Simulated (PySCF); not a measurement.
# One shape, several levels: AlGeH4Cl (SMILES [Cl][AlH][GeH3])

Wanted: a comparison of 6 runs (HF/3-21G, B3LYP/6-31G*, M06-2X/def2-SVP, r2SCAN/def2-SVP, wB97X/def2-SVP, CCSD(T)/def2-SVP) of AlGeH4Cl. 

The calculation is run with PySCF 2.14.0.

2 further runs of the same task are left out: 2 set aside as unsound or not needed.

## (1) Starting point

The species is AlGeH4Cl (7 atoms), meant as a singlet with charge 0. SMILES: `[Cl][AlH][GeH3]`. One bond was lengthened or shortened from a relaxed shape.

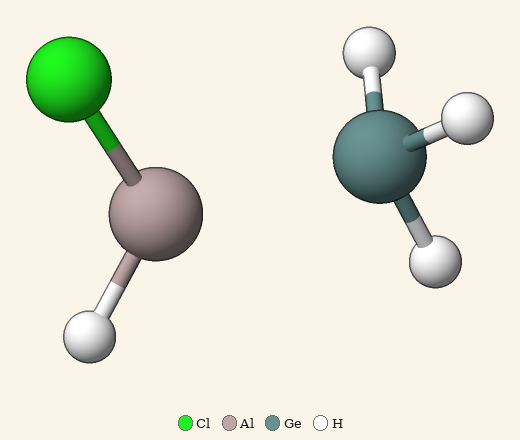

Viewed from a chosen angle; chlorine green, aluminium light grey, germanium teal, hydrogen white.

## (2) A single-point energy at HF/3-21G (run 1)

File job.py:

```python
from pyscf import gto, scf

mol = gto.M(
    atom='''
Cl  -2.638288  -1.868407  -0.091227
Al  -0.564388  -1.655907   0.180173
Ge   0.501100   0.959800  -0.093300
H    0.240512  -2.973207   0.515673
H    0.225700   1.522500  -1.499900
H   -0.144000   1.926400   0.916800
H    2.023700   0.997300   0.133100
''',
    max_memory=1860,
    verbose=4,
    basis='3-21g',
)

mf = scf.RHF(mol)
mf.conv_tol = 1e-10
mf.kernel()
if not mf.converged:
    mf = mf.newton().run(mf.mo_coeff, mf.mo_occ)

e_tot = mf.e_tot
print('Final energy', e_tot)
```

Started as:

```
OMP_NUM_THREADS=1 python job.py
```

The log of the run:

```text
PySCF version 2.14.0

[... 59 lines left out ...]
converged SCF energy = -2765.57537564799
Final energy -2765.5753756479894
```

Wall time 1 s (1 thread of Intel Xeon at 2.70GHz, shared host); peak memory 0.11 GiB.

## (3) A single-point energy at B3LYP/6-31G(d) (spherical functions) (run 2)

File job.py:

```python
from pyscf import gto, dft

mol = gto.M(
    atom=[
    ('Cl', (-2.638288, -1.868407, -0.091227)),
    ('Al', (-0.564388, -1.655907, 0.180173)),
    ('Ge', (0.501100, 0.959800, -0.093300)),
    ('H', (0.240512, -2.973207, 0.515673)),
    ('H', (0.225700, 1.522500, -1.499900)),
    ('H', (-0.144000, 1.926400, 0.916800)),
    ('H', (2.023700, 0.997300, 0.133100)),
],
    verbose=3,
    spin=0,
    max_memory=1860,
    basis='6-31g*',
)

mf = dft.RKS(mol)
mf.xc = 'b3lyp'
mf.conv_tol = 1e-10
mf.grids.level = 5
mf.kernel()
if not mf.converged:
    mf = mf.newton().run(mf.mo_coeff, mf.mo_occ)

etot = mf.e_tot
print('Final energy', etot)
```

Started as:

```
OMP_NUM_THREADS=1 python job.py
```

The log of the run:

```text
converged SCF energy = -2781.84315910864
Final energy -2781.8431591086414
```

Wall time 17 s (1 thread of Intel Xeon at 2.70GHz, shared host); peak memory 0.4 GiB.

Run 3 isn't shown in full; the table further down has it.

## (4) A single-point energy at r2SCAN/def2-SVP (run 4)

File input.py:

```python
from pyscf import gto, dft

system = gto.M(
    atom=[
    ('Cl', (-2.638288, -1.868407, -0.091227)),
    ('Al', (-0.564388, -1.655907, 0.180173)),
    ('Ge', (0.501100, 0.959800, -0.093300)),
    ('H', (0.240512, -2.973207, 0.515673)),
    ('H', (0.225700, 1.522500, -1.499900)),
    ('H', (-0.144000, 1.926400, 0.916800)),
    ('H', (2.023700, 0.997300, 0.133100)),
],
    verbose=3,
    spin=0,
    basis='def2-svp',
    max_memory=1860,
)

ks = dft.RKS(system, xc='r2scan')
ks.conv_tol = 1e-10
ks.grids.level = 5
ks.kernel()
if not ks.converged:
    ks = ks.newton().run(ks.mo_coeff, ks.mo_occ)

energy = ks.e_tot
print('Final energy', energy)
```

Started as:

```
OMP_NUM_THREADS=1 python input.py
```

The log of the run:

```text
converged SCF energy = -2781.53599448118
Final energy -2781.535994481179
```

Wall time 30 s (1 thread of Intel Xeon at 2.70GHz, shared host); peak memory 0.46 GiB.

Run 5 isn't shown in full; the table further down has it.

## (5) The energy at CCSD(T)/def2-SVP (run 6)

File calc.py:

```python
from pyscf import gto, scf, cc

mol = gto.M(
    atom='''
Cl  -2.638288  -1.868407  -0.091227
Al  -0.564388  -1.655907   0.180173
Ge   0.501100   0.959800  -0.093300
H    0.240512  -2.973207   0.515673
H    0.225700   1.522500  -1.499900
H   -0.144000   1.926400   0.916800
H    2.023700   0.997300   0.133100
''',
    verbose=3,
    max_memory=1860,
    basis='def2-svp',
)

myscf = scf.RHF(mol)
myscf.conv_tol = 1e-10
myscf.kernel()
if not myscf.converged:
    myscf = myscf.newton().run(myscf.mo_coeff, myscf.mo_occ)

mycc = cc.CCSD(myscf, frozen=19)
mycc.kernel()
e_t = mycc.ccsd_t()
e_tot = mycc.e_tot + e_t
print('E(%s) = %.9f' % ('CCSD(T)', e_tot))
```

Started as:

```
OMP_NUM_THREADS=1 python calc.py
```

The log of the run:

```text
converged SCF energy = -2778.6815208201
E(CCSD) = -2779.145202554629  E_corr = -0.4636817345274309
CCSD(T) correction = -0.011538566250966
E(CCSD(T)) = -2779.156741121
```

Run time: 19 s. Hardware: 1 thread of Intel Xeon at 2.70GHz, shared host; peak memory 0.36 GiB.

## (6) Overview of the runs

```
run                               level  integration grid  frozen core orbitals   energy (Eh)  dipole moment (D) of the reference  HOMO energy (eV)  LUMO energy (eV)  wall time
  1                            HF/3-21G                 –                     –  -2765.575376                                2.49             -9.74              0.48        1 s
  2  B3LYP/6-31G* (spherical functions)                 5                     –  -2781.843159                                1.34             -7.09             -2.04       17 s
  3                     M06-2X/def2-SVP                 5                     –  -2781.562209                                1.10             -8.25             -1.25       29 s
  4                     r2SCAN/def2-SVP                 5                     –  -2781.535994                                0.96             -6.57             -2.38       30 s
  5                      wB97X/def2-SVP                 5                     –  -2781.633890                                1.10             -9.45              0.05       26 s
  6                    CCSD(T)/def2-SVP                 –                    19  -2779.156741                                1.22             -9.60              0.89       19 s
```

## (7) Outcome

```
                                           quantity           value
                                run 6: total energy  -2779.15674 Eh
        run 6: dipole moment (Hartree–Fock density)          1.22 D
         run 6: HOMO energy (Hartree–Fock orbitals)        -9.60 eV
         run 6: LUMO energy (Hartree–Fock orbitals)         0.89 eV
       run 6: HOMO–LUMO gap (Hartree–Fock orbitals)        10.49 eV
run 6: correlation energy (19 core orbitals frozen)      -475.2 mEh
                              run 6: (T) correction      -11.54 mEh
                               run 6: T1 diagnostic           0.011
```

**Reading.** Over runs 1, 2, 3, 4, 5 the dipole moment (its size) runs from 0.96 D (r2SCAN/def2-SVP) to 2.49 D (HF/3-21G). The two ends differ in method and basis. Over runs 1, 2, 3, 4, 5 the HOMO–LUMO gap runs from 4.19 eV (r2SCAN/def2-SVP) to 10.22 eV (HF/3-21G). Totals of different functionals can't be ranked against each other. All runs together took 2 min, the longest 30 s.
